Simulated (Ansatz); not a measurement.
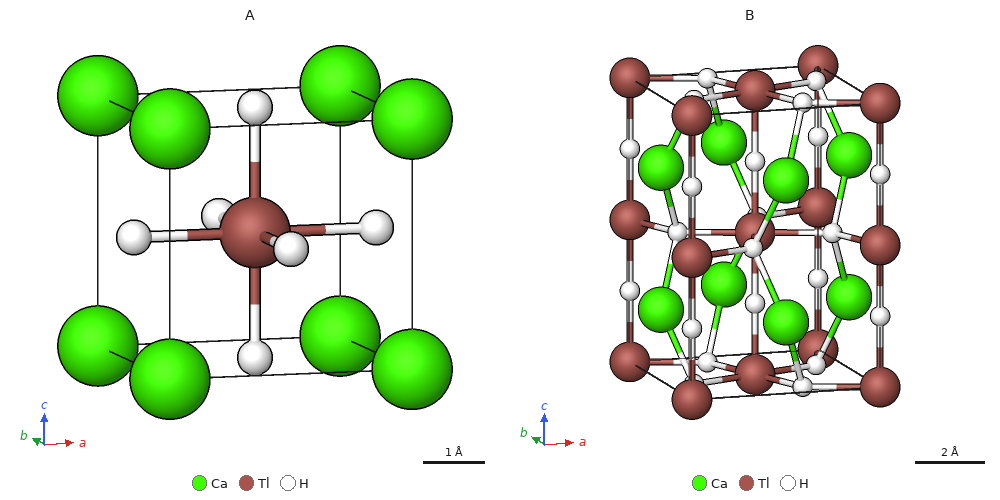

Two structures of CaTlH$_{3}$, each relaxed to rest (conventional cells in solid outline, small ones repeated, not to one scale). Method: Ansatz 0.2.0, DFT, PBEsol, plane waves, PAW, without spin polarisation.

> State the structure in each panel.

A: cubic perovskite, Pm-3m. B: 20 atoms a cell on a body-centred tetragonal lattice, I4/mcm.

> Which structure is more stable?

B is lower, by 125 meV/atom at this level of theory (energies at zero smearing). Volumes: A 14.8, B 14.3 Å³/atom.

One or both may be structure types tried for this composition rather than known phases.
